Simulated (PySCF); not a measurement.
# C4H11NSi: what the fields show

```xyz
17

C     3.0760   -0.3619   -0.4621
C     2.0938   -0.6160    0.3836
C     0.6527   -0.6435    0.0262
Si   -0.2497    0.8910    0.7184
N    -1.7987    0.9541   -0.0309
C    -2.7400   -0.1417   -0.0706
H     4.1067   -0.3316   -0.1519
H     2.8863   -0.1752   -1.5068
H     2.3158   -0.7970    1.4278
H     0.2001   -1.5483    0.4361
H     0.5390   -0.6747   -1.0577
H    -0.2535    0.7907    2.1911
H     0.3956    2.1348    0.2990
H    -2.2776    1.8414    0.0072
H    -3.4182   -0.0202   -0.9178
H    -2.1942   -1.0736   -0.1962
H    -3.3410   -0.2162    0.8430
```

Geometry: GFN2-xTB.

These are results of PySCF 2.14.0, PBE0/pcSseg-1, SCF density, gas phase, non-relativistic, not measurements.

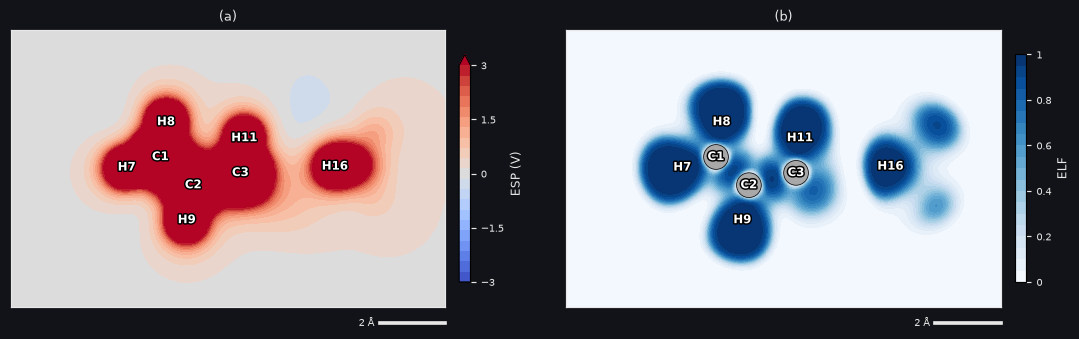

Figure 1. (a) molecular electrostatic potential; (b) ELF on the plane of atoms C1, C2 and H9. Grey discs cover the atomic cores in the ELF map.

Question: What does the map show?

Answer: Atoms in the plane: C and H.
C–C (1.32 Å): the ELF peaks at about 0.90 between the atoms: a short, multiple covalent bond.
C–C (1.48 Å): the ELF peaks at about 0.95 between the atoms: a covalent bond.
C–H (1.08 Å): the ELF climbs to about 1 towards the hydrogen, as it does in any bond to H (a covalent bond by its length).
The potential has no marked negative region in this plane.

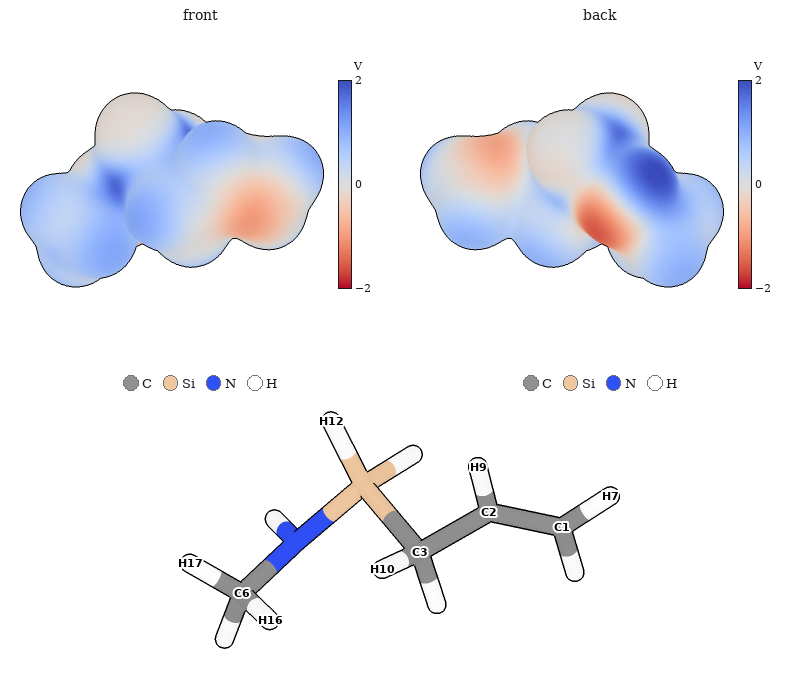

Figure 2. The molecular electrostatic potential painted on the density surface at 0.004 e/bohr³, seen from the front and from behind; the colour scale runs from red (negative) to blue (positive). The bare structure is drawn below in the same view.

Question: Describe the electrostatic potential map.

Answer: The most negative region (about −1.5 V, or −35 kcal/mol for a unit charge) lies over N5, the most positive (about +1.9 V, or +44 kcal/mol for a unit charge) over H14. N5 is the likeliest acceptor of a hydrogen bond.
